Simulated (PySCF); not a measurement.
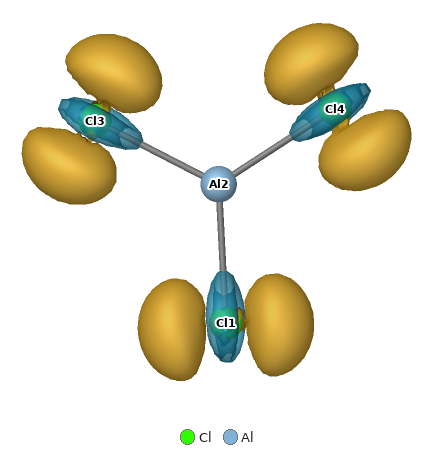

Figure 1: AlCl₃, SMILES `Cl[Al](Cl)Cl`. Fukui function f⁻ = ρ(N) − ρ(N−1) at fixed geometry, surfaces at ±0.03 e/Å³ (yellow positive, teal negative).

Computed with PySCF, BLYP/6-31+G*, geometry: GFN2-xTB. No frequency check shows the geometry to be a minimum. GFN2-xTB bond lengths at metals and heavier atoms can be off by up to 0.1 Å and shapes distorted, which carries into these values.

Cartesian coordinates (Å):

```
Cl1      1.0151    1.7579    0.0000
Al2     -0.0002    0.0000    0.0000
Cl3      1.0149   -1.7580    0.0000
Cl4     -2.0298    0.0001    0.0000
```

Q: Which atoms respond most to the removal of an electron?

A: f⁻ (Hirshfeld-condensed) is largest on Cl1, Cl3 and Cl4 (0.29 each); the vertical ionisation energy is 10.75 eV. Condensed values hint at sites of electrophilic attack but needn't mark the atom that reacts. Orbital relaxation makes it negative in places (0.11 e in all).
